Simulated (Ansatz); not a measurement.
# FH3Si···HCl···HF: what the fields show

```xyz
9

Si   -0.7341    1.2443   -0.5090
Cl    2.1978   -1.1008   -0.7686
H    -0.7080    0.5263   -1.7988
H    -1.8710    2.1889   -0.4368
H     0.5463    1.9136   -0.2051
H    -0.2874   -1.2539    1.3208
F    -1.0015    0.1437    0.6593
H     1.5931   -1.6816    0.2156
F     0.2649   -1.9804    1.5229
```

The product side of a reaction path; geometry: PBE0-D4/def2-TZVP.

The calculation used Ansatz 0.2.0, RKS PBE0-D4/def2-TZVPP.

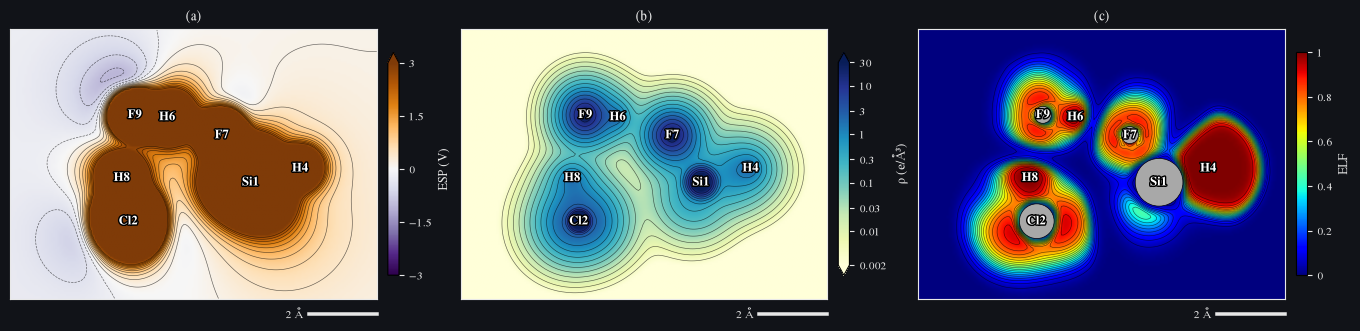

Figure 1. (a) molecular electrostatic potential; (b) electron density; (c) ELF on the plane of atoms H4, Si1 and F7. Grey discs cover the atomic cores in the ELF map.

Q: Describe what can be read from this map.

A:
- Atoms in the plane: Si, Cl, H and F.
- F7···H6 (1.70 Å): the density falls to about 0.24 e/Å³ on the way; the ELF dips to about 0.10 between them: a closed-shell contact with the geometry of a hydrogen bond.
- Si–F (1.63 Å): the density is about 1.1 e/Å³ at the midpoint; the ELF peaks at about 0.85 in the valence shell of F, 0.7 Å from its nucleus, and is about 0.55 at the midpoint.
- F–H (0.93 Å): ρ at the midpoint is about 4.7 e/Å³; the ELF climbs to about 1 towards the hydrogen, as it does in any bond to H (a covalent bond by its length).
- Cl–H (1.29 Å): ρ is about 2 e/Å³ halfway; the ELF climbs to about 1 towards the hydrogen.
- Si–H (1.48 Å): ρ at the midpoint is about 0.84 e/Å³; the ELF climbs to about 1 towards the hydrogen.
- The ELF also peaks beside Cl2, F7 and F9, away from the bonds: lone-pair regions.
- Outside the dense part of the complex the potential is most negative (−1.0 V) near F9.

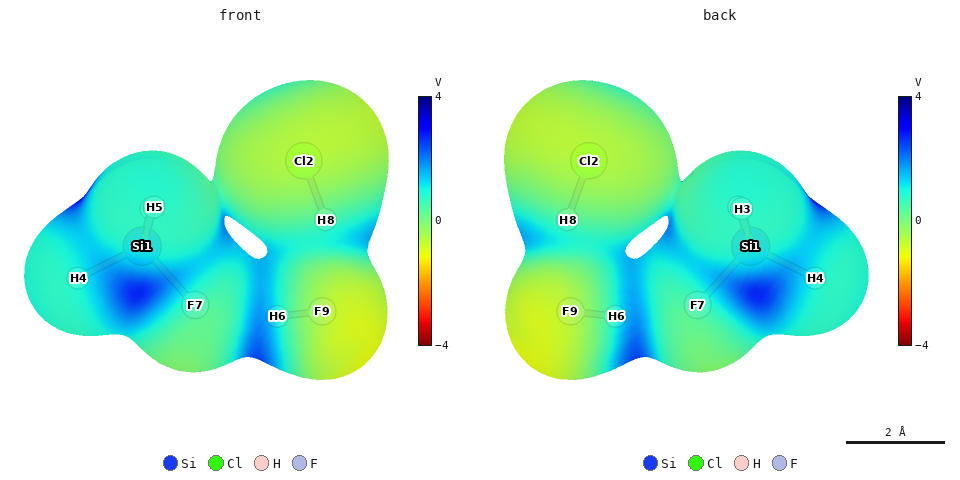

Figure 2. The electrostatic potential painted on the density surface at 0.004 e/bohr³, seen from the front and from behind; the colour scale runs from red (negative) to blue (positive).

Q: Describe the electrostatic potential map.

A: The most negative region (about −1.0 V, or −23 kcal/mol for a unit charge) lies over F9, the most positive (about +3.1 V, or +71 kcal/mol for a unit charge) over Si1. Cl2 shows a σ-hole: about +0.6 V, or +14 kcal/mol for a unit charge at the tip opposite its bond, against about −0.3 V on its flanks.

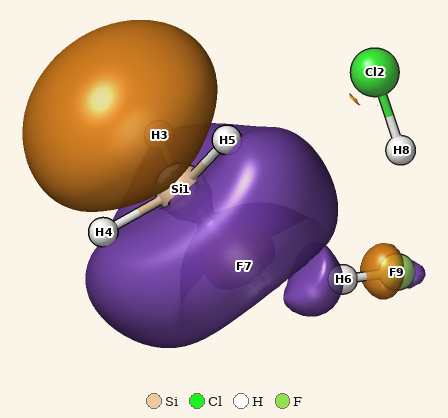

Figure 3. The LUMO at ±0.08 Å⁻³ᐟ² (orange and purple are the two phases), seen at a tilt.

Q: Where does this orbital lie, and at what energy?

A: It lies mainly on Si1 (about 65 %), F7 (about 10 %), H4 (about 5 %), H3 (about 5 %) and H5 (about 5 %). Its energy is −0.67 eV.
